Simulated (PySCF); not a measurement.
**C₃H₈OSi: NMR shifts at several levels of theory**

How much do the NMR shifts of C₃H₈OSi (`O[SiH2]C1CC1`) depend on the level of theory, and what does each level cost?

Programs: PySCF 2.14.0, with density-fitted response routines of our own. Each step states its level of theory. These are calculated values for one molecule in the gas phase, unless marked as measured. Atoms are numbered from 0 throughout.

**1. Starting geometry**

13 atoms, charge 0, multiplicity 1; geometry from: GFN2-xTB.

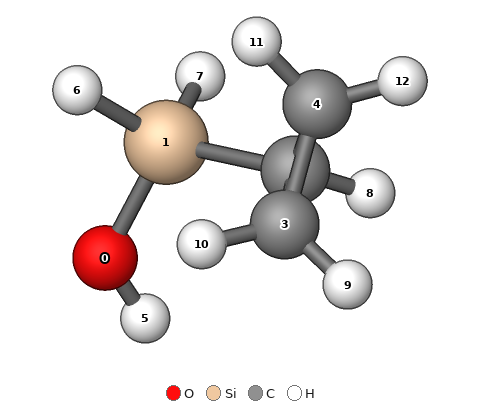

The starting geometry (oxygen red, silicon light orange, carbon grey, hydrogen white), atoms numbered.

**2. Optimising the geometry at PBE0-D3(BJ)/def2-SVP**

Job settings and geometry (Å):

```
{"job": {"xc": "PBE0", "basis": "def2-SVP", "d3": "d3bj", "grid": 1, "kind": "geom"}, "charge": 0, "multiplicity": 1}
O      2.246175     0.927439     0.713126
Si     1.437542    -0.413703     0.269748
C     -0.182713     0.001885    -0.600282
C     -1.287098     0.687324     0.156027
C     -1.443077    -0.738603    -0.252876
H      2.403988     1.650424     0.112411
H      1.219296    -1.043989     1.564208
H      2.244307    -1.224317    -0.649537
H     -0.105243     0.285218    -1.645564
H     -1.875148     1.436392    -0.354612
H     -1.130855     0.903019     1.202436
H     -1.393429    -1.497639     0.513261
H     -2.138136    -0.972963    -1.046075
```

Output:

```text
step   0  E = -483.28112567  max force = 0.019836
step   1  E = -483.28487359  max force = 0.003466
step   2  E = -483.28518823  max force = 0.001644
step   3  E = -483.28522937  max force = 0.000734
step   4  E = -483.28526451  max force = 0.000797
step   5  E = -483.28531732  max force = 0.001645
step   6  E = -483.28537672  max force = 0.002479
step   7  E = -483.28543403  max force = 0.001972
step   8  E = -483.28547695  max force = 0.000501
step   9  E = -483.28548143  max force = 0.000239
optimisation converged
```

It took 44 s on 1 thread, shared host.

Step by step:

```csv
step,energy from step 0 (eV),largest force component (eV/Å)
0,0.0000,1.0200
1,-0.1020,0.1782
2,-0.1105,0.0845
3,-0.1117,0.0377
4,-0.1126,0.0410
5,-0.1141,0.0846
6,-0.1157,0.1275
7,-0.1172,0.1014
8,-0.1184,0.0258
9,-0.1185,0.0123
```

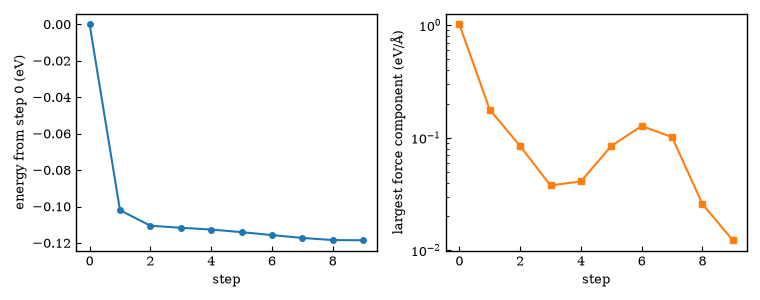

Energy and force, step by step.

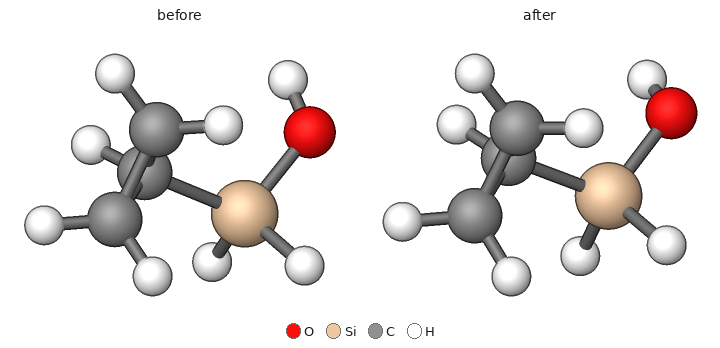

The geometry before (left) and after (right).

Close pairs (by a distance rule), those that changed most:

```csv
bond,before (Å),after (Å),change (Å)
O0–Si1,1.628,1.670,+0.042
Si1–H6,1.456,1.491,+0.035
Si1–H7,1.467,1.500,+0.032
Si1–C2,1.885,1.860,-0.026
C4–H11,1.080,1.095,+0.016
C3–H10,1.080,1.095,+0.015
C4–H12,1.080,1.093,+0.013
C3–H9,1.081,1.093,+0.013
```

The next job starts from the end point, and lists it.

```csv
at the end point,value
point group (found at 0.08 Å tolerance),C1
"rotational constants (GHz, main isotopes)","9.669, 2.271, 2.052"
dipole moment (D),1.81
```

**3. Shielding tensors: PBE0/cc-pVDZ**

Job settings and geometry (Å):

```
{"job": {"kind": "nmr", "xc": "PBE0", "basis": "cc-pVDZ", "pop": true}, "charge": 0, "multiplicity": 1}
O      2.176751     0.908270     0.681203
Si     1.256986    -0.444974     0.347666
C     -0.343958    -0.082003    -0.526203
C     -1.537181     0.407807     0.257436
C     -1.528188    -0.987976    -0.266528
H      2.592485     1.342710    -0.068254
H      0.919777    -1.036388     1.674411
H      2.055612    -1.419417    -0.465799
H     -0.267561     0.295840    -1.552939
H     -2.195050     1.136737    -0.223706
H     -1.423968     0.559131     1.335792
H     -1.410203    -1.808923     0.448637
H     -2.175480    -1.230681    -1.113451
```

Level: GIAO PBE0/cc-pVDZ NMR shielding, non-relativistic, gas phase.

Output:

```text
coarse grid: 10928 points
cycle   1  E = -483.3990896988  dE =  5.536e-01  |g| = 7.194e-01  |ddm| = 6.359e+00
cycle   2  E = -483.2641635813  dE =  1.349e-01  |g| = 1.095e+00  |ddm| = 2.392e+00
cycle   3  E = -483.5014179706  dE = -2.373e-01  |g| = 8.685e-02  |ddm| = 1.428e+00
cycle   4  E = -483.5027957691  dE = -1.378e-03  |g| = 4.361e-02  |ddm| = 1.985e-01
cycle   5  E = -483.5032808587  dE = -4.851e-04  |g| = 5.009e-03  |ddm| = 7.371e-02
cycle   6  E = -483.5032869144  dE = -6.056e-06  |g| = 1.371e-03  |ddm| = 9.770e-03
final grid: 99736 points
cycle   7  E = -483.5118505044  dE = -1.532e-05  |g| = 7.793e-03  |ddm| = 4.559e-02
cycle   8  E = -483.5118372275  dE =  1.328e-05  |g| = 1.087e-02  |ddm| = 2.896e-02
cycle   9  E = -483.5118659161  dE = -2.869e-05  |g| = 8.003e-04  |ddm| = 1.635e-02
cycle  10  E = -483.5118660436  dE = -1.275e-07  |g| = 1.492e-04  |ddm| = 1.278e-03
cycle  11  E = -483.5118660484  dE = -4.791e-09  |g| = 2.970e-05  |ddm| = 2.497e-04
cycle  12  E = -483.5118660486  dE = -1.879e-10  |g| = 1.040e-05  |ddm| = 6.695e-05
converged SCF energy = -483.5118660486

GIAO shielding tensors (ppm)
atom      isotropic    diamagn.    paramagn.     s11        s22        s33       span
  0 O      321.760     381.417     -59.657    297.460    325.672    342.148     44.688
  1 Si     421.793     883.404    -461.611    373.650    424.653    467.077     93.427
  2 C      196.703     247.368     -50.665    162.909    196.172    231.028     68.120
  3 C      191.726     250.201     -58.476    164.306    188.811    222.060     57.754
  4 C      194.864     250.630     -55.765    168.967    191.824    223.802     54.836
  5 H       31.226      30.989       0.237     23.482     26.513     43.683     20.201
  6 H       27.390      30.908      -3.517     23.466     26.723     31.982      8.516
  7 H       26.096      29.881      -3.785     21.782     25.156     31.349      9.567
  8 H       31.652      31.932      -0.279     25.270     28.187     41.501     16.230
  9 H       30.662      29.927       0.734     24.933     26.577     40.475     15.542
 10 H       30.852      31.612      -0.760     25.156     27.937     39.461     14.305
 11 H       31.185      31.216      -0.031     25.247     28.390     39.918     14.671
 12 H       30.846      29.568       1.278     25.090     26.706     40.743     15.653
```

Wall time 9.9 s (1 thread, shared host).

Shifts follow as δ = σ(reference) − σ, with reference shieldings (ppm) from runs at the same level and on the same kind of geometry: ¹H TMS 31.29, ¹³C TMS 196.8, ²⁹Si TMS 418.6, ¹⁷O H2O 343.3. The references are single molecules in the gas phase, so shifts against H2O, NH3, PH3, H3PO4 or CFCl3 are not on the usual liquid scales and can be off by tens of ppm. Atoms listed in one row are averaged.

```csv
atoms,environment,σ (ppm),δ (ppm)
"C3, C4",three-membered-ring carbon,193.3,3.5
C2,three-membered-ring carbon,196.7,0.1
"H6, H7","hydrogen on a silicon bonded to C, O",26.74,4.55
"H9, H12",hydrogen on a three-membered-ring carbon,30.75,0.54
"H10, H11",hydrogen on a three-membered-ring carbon,31.02,0.27
H5,hydrogen on an oxygen bonded to Si,31.23,0.06
H8,hydrogen on a three-membered-ring carbon,31.65,-0.36
O0,"oxygen bonded to Si, H",321.8,21.6
Si1,"silicon bonded to C, O, 2 H",421.8,-3.2
```

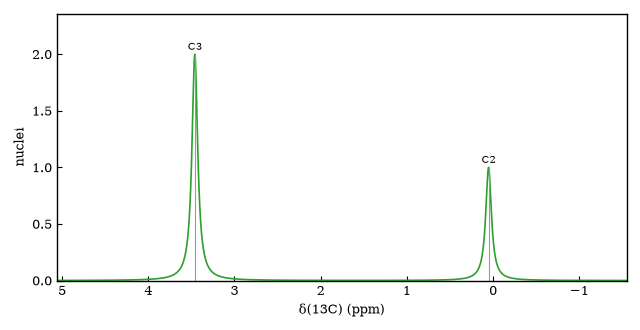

¹³C lines at the computed shifts, without couplings. Lines are broadened to a width of 0.08 ppm (Lorentzian).

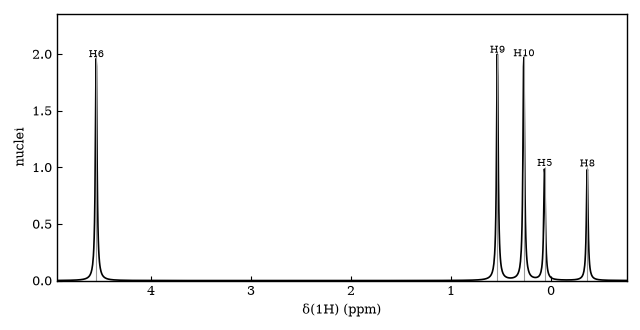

¹H lines at the computed shifts, without couplings. Lines are broadened to a width of 0.02 ppm (Lorentzian).

Charges from the same density, by scheme (e):

```csv
atoms,Mulliken,IAO,Hirshfeld,ESP fit
O0,-0.36,-0.77,-0.30,-0.60
Si1,0.50,0.97,0.38,0.42
C2,-0.26,-0.45,-0.14,-0.23
"C3, C4",-0.06,-0.27,-0.08,-0.30
```

Hirshfeld charges:

O0 -0.30; Si1 0.38; C2 -0.14; C3 -0.08; C4 -0.08; H5 0.17; H6 -0.08; H7 -0.09; H8 0.04; H9 0.05; H10 0.05; H11 0.04; H12 0.05

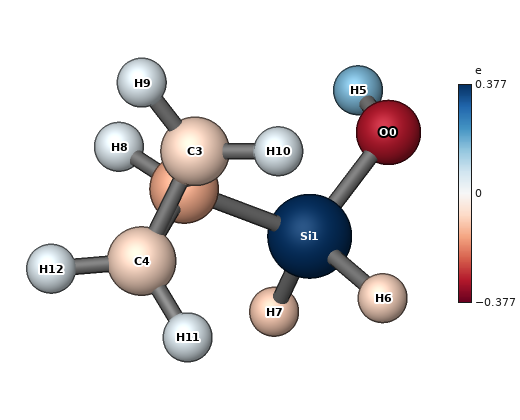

Hirshfeld charges, as colours on the atoms.

Mayer bond orders: O0–Si1 1.19, Si1–C2 0.99, C2–C3 1.00, C3–C4 1.02, C4–C2 0.98.

Ring of atoms C2, C3, C4: NICS(0) -44.2, NICS(1) -8.4, NICS(1)zz -23.7 ppm (means of both faces).

In rings of three or four atoms NICS is ruled by the nearby σ bonds, so it says little on aromaticity.

**4. Shielding tensors: PBE0/cc-pVTZ**

The job, as its differences from that of step 3:

```diff
@@ -1,2 +1,2 @@
-{"job": {"kind": "nmr", "xc": "PBE0", "basis": "cc-pVDZ", "pop": true}, "charge": 0, "multiplicity": 1}
+{"job": {"kind": "nmr", "xc": "PBE0", "basis": "cc-pVTZ", "pop": true}, "charge": 0, "multiplicity": 1}
 O      2.176751     0.908270     0.681203
```

With the program's defaults for keys left out, this is: GIAO PBE0/cc-pVTZ NMR shielding, non-relativistic, gas phase.

Output:

```text
coarse grid: 10928 points
cycle   1  E = -483.4935904131  dE =  4.998e-01  |g| = 7.587e-01  |ddm| = 6.861e+00
cycle   2  E = -483.3366365900  dE =  1.570e-01  |g| = 1.190e+00  |ddm| = 2.439e+00
cycle   3  E = -483.6006731860  dE = -2.640e-01  |g| = 9.365e-02  |ddm| = 1.547e+00
cycle   4  E = -483.6020515118  dE = -1.378e-03  |g| = 5.097e-02  |ddm| = 1.992e-01
cycle   5  E = -483.6026690325  dE = -6.175e-04  |g| = 6.077e-03  |ddm| = 7.847e-02
cycle   6  E = -483.6026769947  dE = -7.962e-06  |g| = 1.442e-03  |ddm| = 9.879e-03
final grid: 99736 points
cycle   7  E = -483.5973508282  dE = -5.933e-05  |g| = 8.430e-03  |ddm| = 1.054e-01
cycle   8  E = -483.5973354273  dE =  1.540e-05  |g| = 1.190e-02  |ddm| = 2.919e-02
cycle   9  E = -483.5973666117  dE = -3.118e-05  |g| = 9.476e-04  |ddm| = 1.640e-02
cycle  10  E = -483.5973667484  dE = -1.367e-07  |g| = 3.496e-04  |ddm| = 1.591e-03
cycle  11  E = -483.5973667734  dE = -2.495e-08  |g| = 4.641e-05  |ddm| = 5.092e-04
cycle  12  E = -483.5973667738  dE = -4.322e-10  |g| = 1.243e-05  |ddm| = 7.140e-05
converged SCF energy = -483.5973667738

GIAO shielding tensors (ppm)
atom      isotropic    diamagn.    paramagn.     s11        s22        s33       span
  0 O      307.386     374.071     -66.685    293.167    307.324    321.668     28.501
  1 Si     357.789     886.399    -528.610    301.752    358.410    413.204    111.452
  2 C      188.352     243.835     -55.483    153.699    186.418    224.939     71.240
  3 C      183.176     246.876     -63.700    155.609    178.158    215.763     60.154
  4 C      186.640     246.820     -60.179    160.923    181.226    217.772     56.849
  5 H       30.824      30.789       0.035     23.137     25.911     43.425     20.287
  6 H       27.298      30.079      -2.781     23.451     26.908     31.535      8.084
  7 H       25.900      29.388      -3.488     21.763     25.195     30.744      8.981
  8 H       31.474      31.031       0.443     25.169     27.871     41.381     16.212
  9 H       30.561      30.179       0.383     24.865     26.255     40.564     15.699
 10 H       30.771      30.897      -0.126     25.192     27.469     39.651     14.459
 11 H       31.019      30.435       0.585     25.096     27.955     40.007     14.912
 12 H       30.706      29.846       0.860     24.900     26.322     40.896     15.996
```

It took 34 s on 1 thread, shared host.

This run: δ C3 2.4, C2 -1.1, O0 27.5, Si1 2.2, H6 4.69, H9 0.66 ppm (means over like atoms).

**5. Shielding tensors: PBE0/aug-cc-pVDZ**

The job, as its differences from that of step 4:

```diff
@@ -1,2 +1,2 @@
-{"job": {"kind": "nmr", "xc": "PBE0", "basis": "cc-pVTZ", "pop": true}, "charge": 0, "multiplicity": 1}
+{"job": {"kind": "nmr", "xc": "PBE0", "basis": "aug-cc-pVDZ", "pop": true}, "charge": 0, "multiplicity": 1}
 O      2.176751     0.908270     0.681203
```

With the program's defaults for keys left out, this is: GIAO PBE0/aug-cc-pVDZ NMR shielding, non-relativistic, gas phase.

Output:

```text
coarse grid: 10928 points
cycle   1  E = -483.4214056425  dE =  5.370e-01  |g| = 7.076e-01  |ddm| = 9.032e+00
cycle   2  E = -483.2631200365  dE =  1.583e-01  |g| = 1.137e+00  |ddm| = 2.909e+00
cycle   3  E = -483.5217871202  dE = -2.587e-01  |g| = 9.143e-02  |ddm| = 1.737e+00
cycle   4  E = -483.5232682693  dE = -1.481e-03  |g| = 4.649e-02  |ddm| = 2.885e-01
cycle   5  E = -483.5238204714  dE = -5.522e-04  |g| = 4.928e-03  |ddm| = 1.126e-01
cycle   6  E = -483.5238263259  dE = -5.854e-06  |g| = 1.369e-03  |ddm| = 1.293e-02
final grid: 99736 points
cycle   7  E = -483.5324724007  dE = -1.988e-05  |g| = 8.066e-03  |ddm| = 1.529e-01
cycle   8  E = -483.5324564748  dE =  1.593e-05  |g| = 1.157e-02  |ddm| = 4.294e-02
cycle   9  E = -483.5324887353  dE = -3.226e-05  |g| = 9.099e-04  |ddm| = 2.308e-02
cycle  10  E = -483.5324888995  dE = -1.641e-07  |g| = 1.722e-04  |ddm| = 1.807e-03
cycle  11  E = -483.5324889058  dE = -6.384e-09  |g| = 3.951e-05  |ddm| = 4.167e-04
cycle  12  E = -483.5324889062  dE = -3.479e-10  |g| = 1.334e-05  |ddm| = 1.210e-04
converged SCF energy = -483.5324889062

GIAO shielding tensors (ppm)
atom      isotropic    diamagn.    paramagn.     s11        s22        s33       span
  0 O      312.607     380.472     -67.865    298.410    309.285    330.127     31.717
  1 Si     412.728     886.290    -473.561    358.823    413.057    466.305    107.481
  2 C      195.973     189.346       6.626    162.654    194.465    230.799     68.144
  3 C      191.215     206.900     -15.685    163.967    188.208    221.471     57.504
  4 C      194.487     207.989     -13.502    168.944    191.099    223.419     54.475
  5 H       31.317      33.203      -1.886     23.609     26.589     43.754     20.145
  6 H       27.287      26.632       0.655     23.360     26.822     31.679      8.319
  7 H       25.849      26.294      -0.445     21.615     25.045     30.887      9.273
  8 H       31.515      29.669       1.846     25.252     27.955     41.337     16.085
  9 H       30.630      32.027      -1.397     25.017     26.328     40.546     15.528
 10 H       30.861      29.758       1.103     25.295     27.714     39.573     14.278
 11 H       31.170      30.756       0.414     25.276     28.248     39.985     14.709
 12 H       30.788      32.685      -1.897     25.047     26.443     40.875     15.828
```

Run time: 22 s. Hardware: 1 thread, shared host.

Key values: δ C3 2.3, C2 -0.9, O0 23.3, Si1 4.0, H6 4.83, H9 0.69 ppm (means over like atoms).

**6. Nuclear shieldings: PBE0/IGLO-III**

The job, as its differences from that of step 5:

```diff
@@ -1,2 +1,2 @@
-{"job": {"kind": "nmr", "xc": "PBE0", "basis": "aug-cc-pVDZ", "pop": true}, "charge": 0, "multiplicity": 1}
+{"job": {"kind": "nmr", "xc": "PBE0", "basis": "IGLO-III", "pop": true}, "charge": 0, "multiplicity": 1}
 O      2.176751     0.908270     0.681203
```

Method: GIAO PBE0/IGLO-III NMR shielding, non-relativistic, gas phase.

Output:

```text
coarse grid: 10928 points
cycle   1  E = -483.4945457283  dE =  4.827e-01  |g| = 7.673e-01  |ddm| = 2.378e+00
cycle   2  E = -483.3276026599  dE =  1.669e-01  |g| = 1.215e+00  |ddm| = 1.245e+00
cycle   3  E = -483.6017608634  dE = -2.742e-01  |g| = 1.007e-01  |ddm| = 9.123e-01
cycle   4  E = -483.6032489043  dE = -1.488e-03  |g| = 5.456e-02  |ddm| = 8.628e-02
cycle   5  E = -483.6039537718  dE = -7.049e-04  |g| = 6.961e-03  |ddm| = 3.756e-02
cycle   6  E = -483.6039631573  dE = -9.386e-06  |g| = 1.418e-03  |ddm| = 5.474e-03
final grid: 99736 points
cycle   7  E = -483.6074787497  dE = -8.330e-05  |g| = 8.134e-03  |ddm| = 5.382e-02
cycle   8  E = -483.6074651287  dE =  1.362e-05  |g| = 1.118e-02  |ddm| = 1.168e-02
cycle   9  E = -483.6074931233  dE = -2.799e-05  |g| = 1.015e-03  |ddm| = 6.527e-03
cycle  10  E = -483.6074932517  dE = -1.284e-07  |g| = 4.916e-04  |ddm| = 7.320e-04
cycle  11  E = -483.6074932989  dE = -4.723e-08  |g| = 5.984e-05  |ddm| = 2.890e-04
cycle  12  E = -483.6074932995  dE = -6.057e-10  |g| = 1.369e-05  |ddm| = 4.339e-05
converged SCF energy = -483.6074932995

GIAO shielding tensors (ppm)
atom      isotropic    diamagn.    paramagn.     s11        s22        s33       span
  0 O      297.887     383.633     -85.746    283.893    297.186    312.582     28.689
  1 Si     350.804     889.325    -538.521    295.581    352.377    404.454    108.873
  2 C      184.770     242.183     -57.413    148.023    182.932    223.356     75.334
  3 C      180.072     250.493     -70.421    151.221    174.896    214.098     62.877
  4 C      183.599     251.987     -68.387    156.727    178.077    215.994     59.267
  5 H       31.041      31.805      -0.764     23.486     26.376     43.260     19.774
  6 H       27.277      29.851      -2.574     23.498     26.902     31.431      7.933
  7 H       25.859      29.134      -3.275     21.822     25.151     30.604      8.782
  8 H       31.504      30.223       1.281     25.242     27.960     41.309     16.067
  9 H       30.648      30.873      -0.226     24.982     26.332     40.629     15.647
 10 H       30.840      31.242      -0.403     25.296     27.521     39.702     14.405
 11 H       31.101      31.142      -0.041     25.201     28.031     40.072     14.871
 12 H       30.801      30.912      -0.111     24.998     26.428     40.977     15.979
```

Run time: 33 s. Hardware: 1 thread, shared host.

This run: δ C3 1.9, C2 -1.0, O0 29.3, Si1 -5.5, H6 4.81, H9 0.65 ppm (means over like atoms).

**7. NMR shieldings: PBE0/pcSseg-0**

The job, as its differences from that of step 6:

```diff
@@ -1,2 +1,2 @@
-{"job": {"kind": "nmr", "xc": "PBE0", "basis": "IGLO-III", "pop": true}, "charge": 0, "multiplicity": 1}
+{"job": {"kind": "nmr", "xc": "PBE0", "basis": "pcSseg-0", "pop": true}, "charge": 0, "multiplicity": 1}
 O      2.176751     0.908270     0.681203
```

Method: GIAO PBE0/pcSseg-0 NMR shielding, non-relativistic, gas phase.

Output:

```text
coarse grid: 10928 points
cycle   1  E = -482.6098217680  dE =  4.934e-01  |g| = 6.640e-01  |ddm| = 3.566e+00
cycle   2  E = -482.5019410546  dE =  1.079e-01  |g| = 1.007e+00  |ddm| = 2.184e+00
cycle   3  E = -482.6938022013  dE = -1.919e-01  |g| = 7.725e-02  |ddm| = 1.538e+00
cycle   4  E = -482.6949327203  dE = -1.131e-03  |g| = 3.714e-02  |ddm| = 1.497e-01
cycle   5  E = -482.6952775312  dE = -3.448e-04  |g| = 3.875e-03  |ddm| = 4.674e-02
cycle   6  E = -482.6952812373  dE = -3.706e-06  |g| = 1.810e-03  |ddm| = 9.424e-03
final grid: 99736 points
cycle   7  E = -482.6967796147  dE = -1.887e-05  |g| = 4.565e-03  |ddm| = 2.439e-02
cycle   8  E = -482.6967769850  dE =  2.630e-06  |g| = 5.654e-03  |ddm| = 1.316e-02
cycle   9  E = -482.6967849854  dE = -8.000e-06  |g| = 5.080e-04  |ddm| = 7.700e-03
cycle  10  E = -482.6967850319  dE = -4.652e-08  |g| = 1.192e-04  |ddm| = 6.177e-04
cycle  11  E = -482.6967850347  dE = -2.784e-09  |g| = 3.825e-05  |ddm| = 1.983e-04
cycle  12  E = -482.6967850350  dE = -3.029e-10  |g| = 9.684e-06  |ddm| = 5.149e-05
converged SCF energy = -482.6967850350

GIAO shielding tensors (ppm)
atom      isotropic    diamagn.    paramagn.     s11        s22        s33       span
  0 O      339.108     392.995     -53.887    269.276    355.990    392.058    122.782
  1 Si     360.454     875.998    -515.544    289.347    353.202    438.813    149.466
  2 C      197.457     256.636     -59.179    160.159    200.504    231.708     71.549
  3 C      187.554     251.368     -63.813    155.127    189.378    218.158     63.030
  4 C      191.013     255.335     -64.322    160.411    192.329    220.300     59.888
  5 H       33.021      29.748       3.273     25.316     28.617     45.129     19.813
  6 H       27.977      28.308      -0.332     23.251     27.331     33.348     10.096
  7 H       27.021      28.099      -1.078     22.111     25.863     33.088     10.977
  8 H       33.213      32.892       0.321     26.542     30.105     42.992     16.450
  9 H       31.933      31.372       0.561     26.472     27.651     41.677     15.205
 10 H       32.099      30.087       2.012     26.652     29.289     40.355     13.703
 11 H       32.547      31.003       1.544     26.789     29.979     40.872     14.082
 12 H       32.106      32.100       0.006     26.387     27.876     42.055     15.668
```

It took 4.8 s on 1 thread, shared host.

Key values: δ C3 4.2, C2 -3.9, O0 -1.2, Si1 -11.9, H6 5.33, H9 0.81 ppm (means over like atoms).

**8. Side by side: NMR shifts**

Shifts (ppm) of some atoms, chosen among heavy atoms and hydrogens apart, means over like atoms, with basis size and wall time:

```csv
run,C3,C2,H6,H9,H5,O0,Si1,functions,time
PBE0/cc-pVDZ,3.5,0.1,4.55,0.54,0.06,21.6,-3.2,114,9.9 s
PBE0/cc-pVTZ,2.4,-1.1,4.69,0.66,0.47,27.5,2.2,266,34 s
PBE0/aug-cc-pVDZ,2.3,-0.9,4.83,0.69,0.08,23.3,4.0,191,22 s
PBE0/IGLO-III,1.9,-1.0,4.81,0.65,0.33,29.3,-5.5,264,33 s
PBE0/pcSseg-0,4.2,-3.9,5.33,0.81,-0.19,-1.2,-11.9,65,4.8 s
```

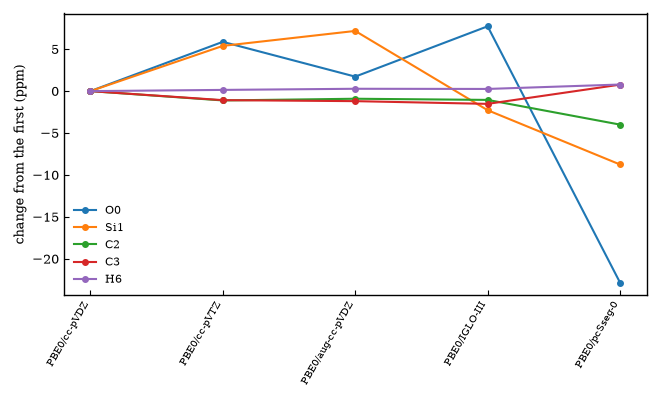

How five of the tabulated atoms move from run to run.

**9. Outcome**

| quantity | value |
| --- | --- |
| point group | C1 |
| rotational constants (main isotopes) | 9.67, 2.27, 2.05 GHz |
| ¹³C shifts against TMS (PBE0/cc-pVDZ, means over atoms taken as alike) | 3.5, 0.1 ppm |
| ¹H shifts against TMS (PBE0/cc-pVDZ, means over atoms taken as alike) | 4.55, 0.54, 0.27, 0.06, -0.36 ppm |
| ¹⁷O shifts against H2O (PBE0/cc-pVDZ) | 21.6 ppm |
| ²⁹Si shifts against TMS (PBE0/cc-pVDZ) | -3.2 ppm |
| range of the shift of O0 | -1.2 to 29.3 ppm |

In words: Single values in the summary come from the first run of each kind that ended normally (PBE0/cc-pVDZ), which need not be the best level. Over 9 steps the energy fell by 0.119 eV; of the close pairs, O0–Si1 changed most, 1.628 to 1.670 Å. At PBE0/cc-pVDZ: The widest tensor belongs to Si1: span 93 ppm, with a paramagnetic part of -462 ppm. Across the 5 runs the shift of O0 moves most, between -1.2 (PBE0/pcSseg-0) and 29.3 ppm (PBE0/IGLO-III).
